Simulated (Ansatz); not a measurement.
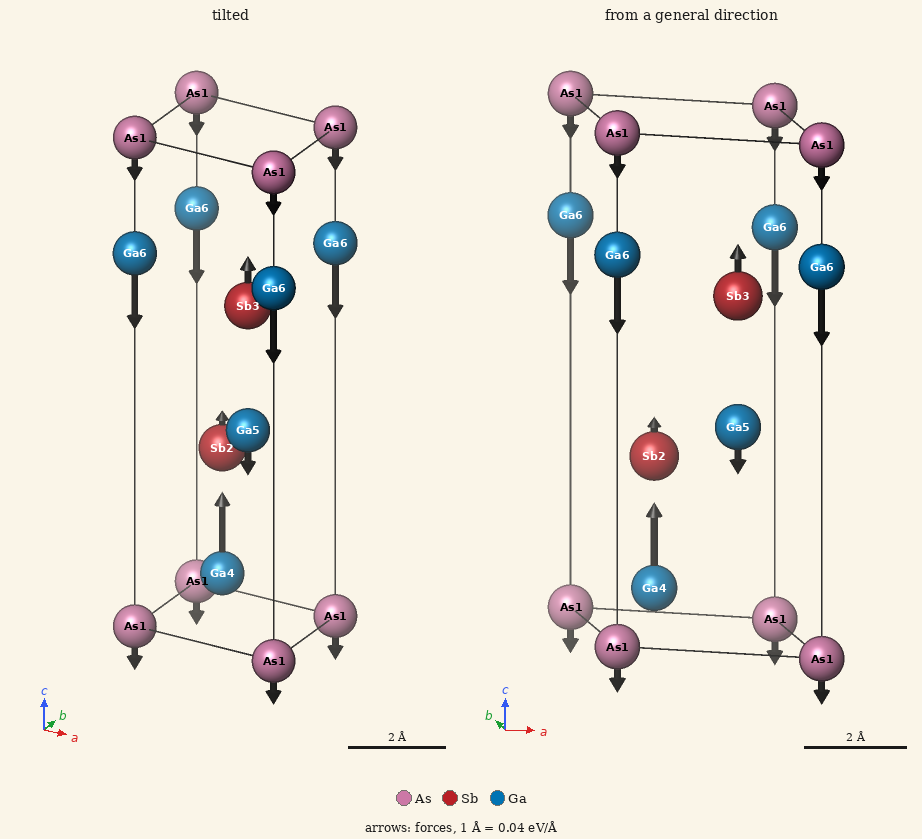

The crystal in a spheres-only representation, seen slightly off an axis and from a general direction. The simulation cell is drawn as a box. The arrows are the computed forces on the atoms.

System: Ga3Sb2As. The numbers come from Ansatz 0.2.0, DFT, r2SCAN, plane waves, PAW, using plane waves up to 500 eV, k-grid 12×12×4, Fermi-Dirac smearing of 0.02 eV, no spin polarisation.

Would an optimiser stop at this geometry?

Answer. No. The atoms still feel forces of up to about 0.052 eV/Å, above a usual threshold of 0.01 to 0.03 eV/Å.

It goes back to a structure type filled with these elements by a generator (whether the compound takes this form wasn't checked). Earlier steps of the study may have refined or changed the cell and positions. Ansatz was used for an electronic-structure calculation on it.
